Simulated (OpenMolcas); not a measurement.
## Predicting a hybrid from its neighbours: B2NH2OF

B2NH2OF has 7 atoms, charge 0, and is taken as a singlet. As SMILES, `OB1NB1F`. The coordinates come from a PBE0-D4/def2-TZVP relaxation. This is one conformer, not always the lowest.

The HOMO–LUMO gap y, in eV, basis def2-SVP; a is the functional's share of exact exchange. Programs: OpenMolcas 26.06.

| functional | program | a | y (eV) |
| --- | --- | --- | --- |
| BLYP | OpenMolcas | 0 | 5.31 |
| TPSS | OpenMolcas | 0 | 5.57 |
| B3LYP | OpenMolcas | 0.2 | 7.22 |
| PBE0 | OpenMolcas | 0.25 | ? |
| BHLYP | OpenMolcas | 0.5 | 10.07 |

Fit y = c + s·a to the known rows and predict PBE0.


1. Means of the 4 rows: a = 0.1750, y = 7.043.
2. Σ(Δa)² = 0.1675, Σ(Δa·Δy) = 1.5493, so the slope is 1.5493/0.1675 = 9.2496.
3. Intercept: 7.043 − (9.2496) × 0.1750 = 5.424. The largest residual of the fit is 0.15.
4. PBE0: 5.424 + (9.2496) × 0.25 = 7.74 eV.

The run gave 7.66 eV, so the prediction is off by +0.08 eV, within the largest residual. Exact exchange lowers occupied levels and raises empty ones. The rows mix families of semi-local functionals, which the line can't see.

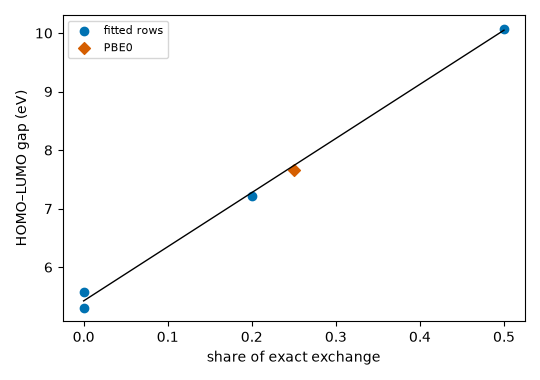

The fitted line, with the withheld row.
